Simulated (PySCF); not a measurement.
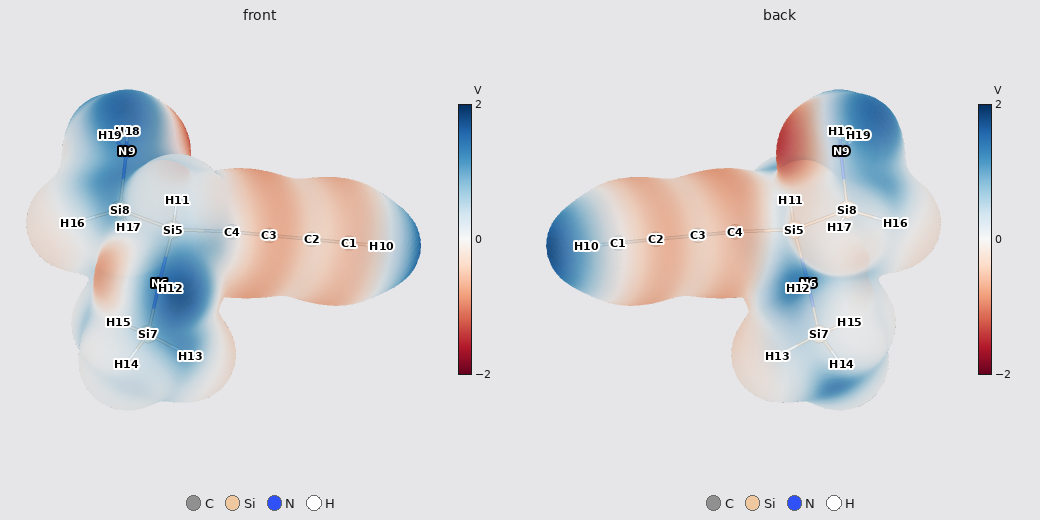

Figure. C4H10N2Si3. The electrostatic potential painted on the density surface at 0.002 e/bohr³, seen from the front and from behind; the colour scale runs from red (negative) to blue (positive).

Geometry: GFN2-xTB.

These are results of PBE0/pcSseg-1, SCF density, gas phase, non-relativistic (PySCF 2.14.0), not measurements.

```xyz
19

C     3.7743    3.2874    0.0383
C     2.8435    2.5510    0.2497
C     1.8009    1.7118    0.4815
C     0.8695    0.9655    0.7078
Si   -0.5336   -0.2322    0.9072
N     0.1083   -1.8562    0.9179
Si    0.7868   -2.7641   -0.3864
Si   -2.0806   -0.0290   -0.7817
N    -2.9818    1.3867   -0.3750
H     4.5825    3.9298   -0.1443
H    -0.9931   -0.0385    2.3003
H     0.4196   -2.1650    1.8251
H     2.1492   -2.3333   -0.7237
H     0.8049   -4.1583    0.0615
H    -0.1000   -2.5568   -1.5301
H    -2.9263   -1.2295   -0.9634
H    -1.5442    0.2887   -2.1116
H    -3.3430    1.5016    0.5578
H    -3.6466    1.7496   -1.0384
```

**Where is the surface potential most negative and most positive?**

The most negative region (about −1.4 V) lies over N9, the most positive (about +1.7 V) over H10 and H12. N9 is the likeliest acceptor of a hydrogen bond.
